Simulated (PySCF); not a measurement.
System: C2H2ClF3 (SMILES FCC(F)(F)Cl).

```yaml
atoms:
  - { symbol: F, position_ang: [-1.7719, -0.3481, -0.1256] }
  - { symbol: C, position_ang: [-0.6676, 0.4156, 0.1276] }
  - { symbol: C, position_ang: [0.5786, -0.4045, -0.1368] }
  - { symbol: F, position_ang: [0.6221, -1.4829, 0.6491] }
  - { symbol: F, position_ang: [0.6193, -0.8271, -1.4024] }
  - { symbol: Cl, position_ang: [2.0023, 0.6058, 0.1841] }
  - { symbol: H, position_ang: [-0.6649, 1.2861, -0.5311] }
  - { symbol: H, position_ang: [-0.6695, 0.7281, 1.1737] }
```

Geometry: PBE0-D3(BJ)/def2-TZVP.

Level of theory: PBE0/pcSseg-2, SCF density, gas phase, non-relativistic (PySCF).

What will maps of the electron density and electron localisation function show?

Answer. C–C (1.52 Å): the density is about 1.8 e/Å³ at the midpoint; the ELF peaks at about 1 between the atoms, as expected for localised, covalent bonding.
C–Cl (1.78 Å): ρ is about 1.4 e/Å³ halfway; the ELF peaks at about 0.90 between the atoms: localised, covalent bonding.

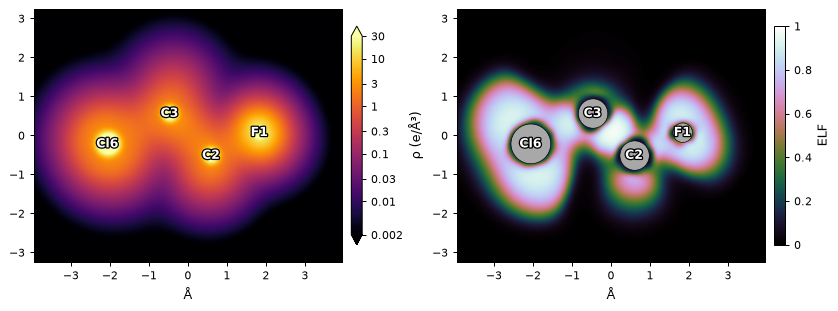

Computed electron density and electron localisation function on the plane of atoms F1, C2 and C3, in this order. Grey discs cover the atomic cores in the ELF map. 
